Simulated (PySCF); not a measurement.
# CH₄B₂F₂: NMR shifts at several levels of theory, part 2 of 2

PySCF 2.14.0. Atoms count from 0.

## Step 10: Nuclear shieldings: PBE0/6-31G

What the job is given:

```
{"job": {"kind": "nmr", "xc": "PBE0", "basis": "6-31G", "pop": true}, "charge": 0, "multiplicity": 1}
B      0.798734     0.560282     0.871179
C      0.466400    -0.270206    -0.403320
B     -1.093140    -0.321308    -0.509824
F     -1.807705    -1.201805     0.168341
F     -1.770567     0.519866    -1.269906
H      0.907132     0.020905     1.947729
H      0.903673     1.763535     0.806665
H      0.817226    -1.309590    -0.305935
H      0.846516     0.213104    -1.315816
```

With the program's defaults for keys left out, this is: GIAO PBE0/6-31G NMR shielding, non-relativistic, gas phase.

What it wrote:

```text
coarse grid: 7912 points
cycle   1  E = -289.5443937272  dE =  4.393e-01  |g| = 6.690e-01  |ddm| = 2.622e+00
cycle   2  E = -289.4932495224  dE =  5.114e-02  |g| = 9.079e-01  |ddm| = 1.117e+00
cycle   3  E = -289.6305917843  dE = -1.373e-01  |g| = 6.118e-02  |ddm| = 6.273e-01
cycle   4  E = -289.6314224520  dE = -8.307e-04  |g| = 1.915e-02  |ddm| = 6.533e-02
cycle   5  E = -289.6315126539  dE = -9.020e-05  |g| = 1.551e-03  |ddm| = 1.964e-02
cycle   6  E = -289.6315134904  dE = -8.365e-07  |g| = 5.359e-04  |ddm| = 2.916e-03
final grid: 78320 points
cycle   7  E = -289.6216568899  dE = -1.115e-05  |g| = 4.517e-03  |ddm| = 1.343e-02
cycle   8  E = -289.6216556053  dE =  1.285e-06  |g| = 5.216e-03  |ddm| = 9.172e-03
cycle   9  E = -289.6216625224  dE = -6.917e-06  |g| = 5.335e-04  |ddm| = 4.631e-03
cycle  10  E = -289.6216625678  dE = -4.538e-08  |g| = 1.084e-04  |ddm| = 4.305e-04
cycle  11  E = -289.6216625699  dE = -2.170e-09  |g| = 2.132e-05  |ddm| = 9.852e-05
cycle  12  E = -289.6216625701  dE = -1.357e-10  |g| = 3.647e-06  |ddm| = 2.589e-05
converged SCF energy = -289.6216625701

GIAO shielding tensors (ppm)
atom      isotropic    diamagn.    paramagn.     s11        s22        s33       span
  0 B       33.853     193.749    -159.896    -31.157     -9.961    142.677    173.834
  1 C      167.450     255.510     -88.060    112.177    174.268    215.905    103.727
  2 B       88.612     196.145    -107.533     66.062     95.748    104.027     37.965
  3 F      225.833     471.126    -245.293     25.828    278.608    373.064    347.236
  4 F      226.111     470.767    -244.656     29.495    282.276    366.561    337.066
  5 H       23.923      29.490      -5.567     17.116     26.353     28.302     11.186
  6 H       23.967      29.487      -5.520     17.222     26.375     28.302     11.080
  7 H       29.858      30.547      -0.689     27.263     27.862     34.448      7.185
  8 H       29.939      30.653      -0.713     27.347     27.907     34.564      7.216
```

It took 3.4 s on 1 thread of Arm Neoverse V1, shared host; peak memory 0.35 GiB.

In short: δ C1 32.1, B0 79.3, B2 24.6, F3 -48.6, H5 8.67, H7 2.71 ppm (means over like atoms).

## Step 11: Shielding tensors: PBE0/STO-3G

Settings changed since step 10:

```diff
@@ -1,2 +1,2 @@
-{"job": {"kind": "nmr", "xc": "PBE0", "basis": "6-31G", "pop": true}, "charge": 0, "multiplicity": 1}
+{"job": {"kind": "nmr", "xc": "PBE0", "basis": "STO-3G", "pop": true}, "charge": 0, "multiplicity": 1}
 B      0.798734     0.560282     0.871179
```

With the program's defaults for keys left out, this is: GIAO PBE0/STO-3G NMR shielding, non-relativistic, gas phase.

What it wrote:

```text
coarse grid: 7912 points
cycle   1  E = -285.6751828360  dE =  3.767e-01  |g| = 5.165e-01  |ddm| = 3.581e+00
cycle   2  E = -285.6731304026  dE =  2.052e-03  |g| = 5.839e-01  |ddm| = 1.416e+00
cycle   3  E = -285.7768072548  dE = -1.037e-01  |g| = 4.308e-02  |ddm| = 7.011e-01
cycle   4  E = -285.7773246472  dE = -5.174e-04  |g| = 1.164e-02  |ddm| = 6.790e-02
cycle   5  E = -285.7773650787  dE = -4.043e-05  |g| = 6.088e-04  |ddm| = 1.578e-02
cycle   6  E = -285.7773652541  dE = -1.754e-07  |g| = 1.745e-04  |ddm| = 1.360e-03
final grid: 78320 points
cycle   7  E = -285.7488085229  dE = -4.284e-06  |g| = 2.660e-03  |ddm| = 9.901e-03
cycle   8  E = -285.7488086626  dE = -1.397e-07  |g| = 2.631e-03  |ddm| = 6.742e-03
cycle   9  E = -285.7488107671  dE = -2.105e-06  |g| = 1.508e-04  |ddm| = 3.352e-03
cycle  10  E = -285.7488107751  dE = -7.995e-09  |g| = 2.651e-05  |ddm| = 2.356e-04
cycle  11  E = -285.7488107754  dE = -2.325e-10  |g| = 8.962e-06  |ddm| = 4.632e-05
converged SCF energy = -285.7488107754

GIAO shielding tensors (ppm)
atom      isotropic    diamagn.    paramagn.     s11        s22        s33       span
  0 B       41.537     196.626    -155.089    -33.822      3.625    154.808    188.630
  1 C      208.521     246.714     -38.193    165.260    214.819    245.484     80.224
  2 B      108.456     204.200     -95.744    104.141    104.754    116.472     12.330
  3 F      275.284     453.215    -177.932     78.388    195.752    551.711    473.322
  4 F      276.028     453.051    -177.022     82.373    199.238    546.474    464.101
  5 H       25.441      31.079      -5.637     19.019     27.969     29.337     10.318
  6 H       25.535      31.094      -5.559     19.130     28.115     29.359     10.228
  7 H       30.170      30.655      -0.485     26.894     27.780     35.835      8.941
  8 H       30.155      30.699      -0.544     26.886     27.838     35.743      8.856
```

Run time: 1.8 s. Hardware: 1 thread of Arm Neoverse V1, shared host; peak memory 0.31 GiB.

In short: δ C1 26.2, B0 87.2, B2 20.3, F3 28.7, H5 7.12, H7 2.44 ppm (means over like atoms).

## Step 12: Side by side: NMR shifts

Shifts (ppm), means over like atoms, with basis size and wall time:

```csv
run,C1,H5,H7,B0,B2,F3,functions,time
PBE0/pcSseg-2,32.4,7.68,2.71,90.3,26.3,-59.5,236,19 s
mPW1PW91/pcSseg-2,31.9,7.61,2.66,89.4,26.4,-59.5,236,18 s
WP04/pcSseg-2,25.4,6.60,2.24,84.6,27.8,-75.3,236,18 s
B97-2/pcSseg-2,29.8,7.44,2.58,85.2,25.5,-65.0,236,18 s
BHandHLYP/pcSseg-2,28.4,7.37,2.40,88.9,28.0,-53.0,236,18 s
CAM-B3LYP/pcSseg-2,31.8,7.65,2.61,93.9,27.5,-52.0,236,25 s
wB97X-D/pcSseg-2,29.6,7.46,2.51,85.7,26.1,-57.1,236,25 s
LC-wPBE/pcSseg-2,31.1,7.75,2.63,94.5,27.2,-38.7,236,32 s
PBE0/6-31G,32.1,8.67,2.71,79.3,24.6,-48.6,53,3.4 s
PBE0/STO-3G,26.2,7.12,2.44,87.2,20.3,28.7,29,1.8 s
```

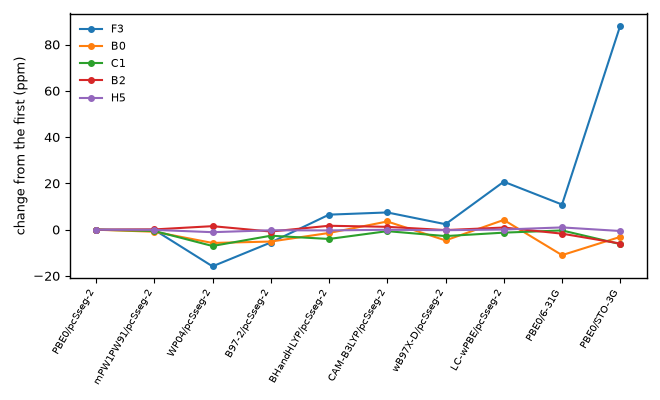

How five of the tabulated atoms move from run to run.

## Step 13: What came out

This closing draws on all 2 parts.

| quantity | value |
| --- | --- |
| 13C shifts against TMS (PBE0/pcSseg-2) | 32.4 ppm |
| 1H shifts against TMS (PBE0/pcSseg-2, means over atoms taken as alike) | 7.68, 2.71 ppm |
| 11B shifts against BF3·OEt2 (PBE0/pcSseg-2) | 90.3, 26.3 ppm |
| 19F shifts against CFCl3 (PBE0/pcSseg-2, means over atoms taken as alike) | -59.5 ppm |
| range of the shift of F3 (with its like atoms) (minimal bases aside) | -75.3 to -38.7 ppm |
| property runs in this session | 10, of which 0 failed and 1 gave unsound results |

**Reading.** Single values in the summary come from the first sound run of each kind (PBE0/pcSseg-2), which need not be the best level. At PBE0/pcSseg-2: Shielding is most anisotropic at F3, F4 (span 297 ppm, paramagnetic term -232 ppm). Leaving out the minimal-basis runs, which are unusable for shieldings: In ppm, F3 (with its like atoms) moves most: its shift spreads over 36.6 ppm, from -75.3 (WP04/pcSseg-2) to -38.7 (LC-wPBE/pcSseg-2). Most of that comes from the computed reference, not from the atom's own shielding.
